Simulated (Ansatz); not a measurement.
## Electronic structure of CH$_{6}$BNOSi (SMILES CB1O[SiH]1N) in real space

The calculation's input:

```
crystal:
  periodic: [false, false, false]
  atoms:
    - { symbol: C, position_ang: [-1.24, -1.6101, 0.284] }
    - { symbol: B, position_ang: [-0.2025, -0.5779, 0.855] }
    - { symbol: O, position_ang: [1.1819, -0.2713, 1.0878] }
    - { symbol: Si, position_ang: [0.7478, 1.1849, 0.4536] }
    - { symbol: "N", position_ang: [1.3069, 1.3276, -1.2269] }
    - { symbol: H, position_ang: [-2.2873, -1.0691, 0.3196] }
    - { symbol: H, position_ang: [-1.2698, -2.4974, 0.8738] }
    - { symbol: H, position_ang: [-1.0044, -1.7853, -0.79] }
    - { symbol: H, position_ang: [1.0178, 2.2569, 1.4535] }
    - { symbol: H, position_ang: [1.0728, 2.3032, -1.5025] }
    - { symbol: H, position_ang: [0.7422, 0.6816, -1.787] }
basis:
  gaussian: { orbitals: def2-SVP }
hamiltonian:
  xc: b3lyp
  dispersion: d4
relax:
  f_tol: 0.015
  max_steps: 40
output:
  orbitals: {}
```

Command:

```sh
ansatz run input.yaml --threads 2 --pin off --max-ram 3072MiB --backend cpu --events-out ev --progress --plain --runs-dir out
```

The fields are those of the run's last geometry, not of the input's.

Computed with Ansatz 0.2.0, RKS B3LYP-D4/def2-SVP.

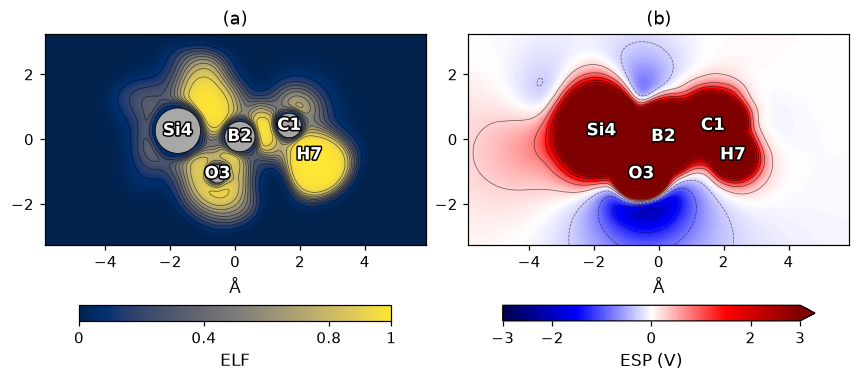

Figure 1. (a) ELF; (b) molecular electrostatic potential on the plane of atoms C1, B2 and Si4. Grey discs cover the atomic cores in the ELF map.

Describe what can be read from this map.

- The section cuts through C, B, O, Si and H sites.
- B–O (1.34 Å): the ELF peaks at about 0.85 between the atoms; a polar covalent bond.
- C–B (1.56 Å): the ELF peaks at about 1 between the atoms, as expected for a covalent bond.
- Si–O (1.81 Å): the ELF peaks at about 0.85 between the atoms; a shared but strongly polarised pair.
- Si–B (1.92 Å): the ELF peaks at about 0.75 between the atoms.
- C–H (1.10 Å): the ELF climbs to about 1 towards the hydrogen, as it does in any bond to H (an ordinary covalent bond to hydrogen).
- The ELF also peaks beside O3, away from the bonds: lone-pair regions.
- Outside the dense part of the molecule the potential is most negative (−2.0 V) near O3.

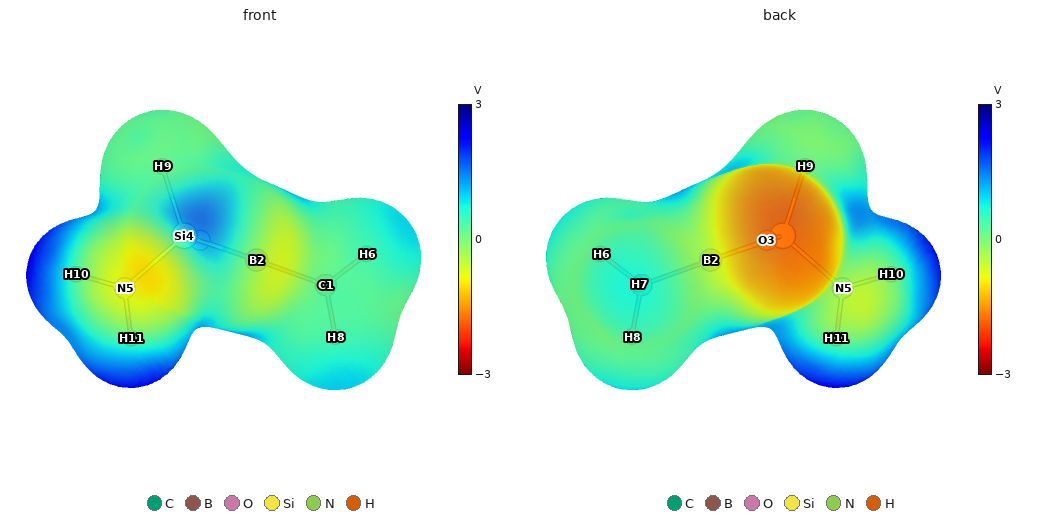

Figure 2. The molecular electrostatic potential painted on the density surface at 0.004 e/bohr³, seen from the front and from behind; the colour scale runs from red (negative) to blue (positive).

Where is the surface potential most negative and most positive?

The most negative region (about −1.8 V, or −42 kcal/mol for a unit charge) lies over O3, the most positive (about +2.3 V, or +53 kcal/mol for a unit charge) over H10 and H11. O3 is the likeliest acceptor of a hydrogen bond.

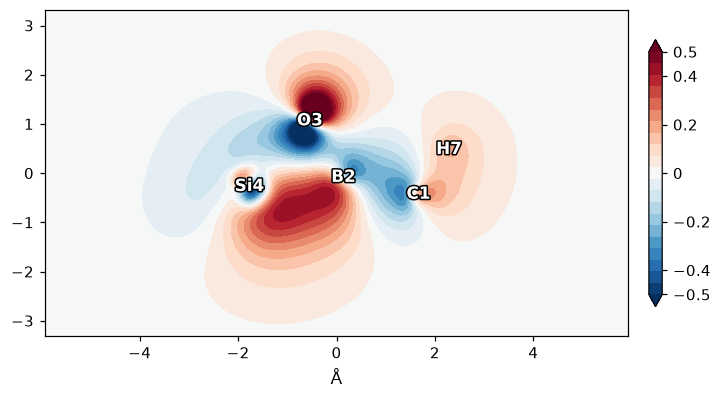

Figure 3. The HOMO on the plane of atoms B2, Si4 and O3 (values in Å⁻³ᐟ²; the overall sign is arbitrary).

Where does this orbital lie, and at what energy?

Its weight (Hirshfeld) is mainly on Si4 (about 35 %), O3 (about 25 %), B2 (about 20 %), N5 (about 10 %) and C1 (about 5 %). Its energy is −6.11 eV.

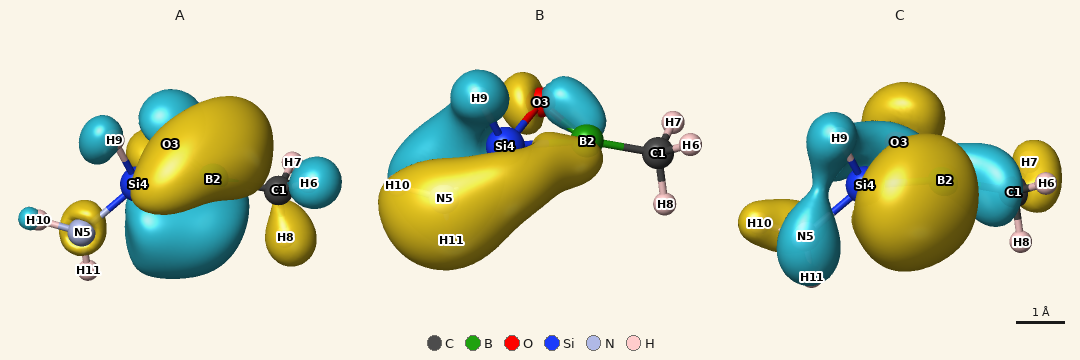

Figure 4. Three frontier orbitals at ±0.08 Å⁻³ᐟ² (yellow and cyan are the two phases), in no order.

Which picture is the HOMO−1, the HOMO and the LUMO?

B is the HOMO−1 (−7.61 eV). Its weight (Hirshfeld) is mainly on N5 (about 65 %) and Si4 (about 15 %). C is the HOMO (−6.11 eV). By Hirshfeld shares it lies mainly on Si4 (about 35 %), O3 (about 25 %), B2 (about 20 %), N5 (about 10 %) and C1 (about 5 %). A is the LUMO (−0.21 eV). It lies mainly on B2 (about 40 %), O3 (about 20 %), Si4 (about 20 %) and C1 (about 5 %).

What is the HOMO–LUMO gap?

5.90 eV between the orbital energies.
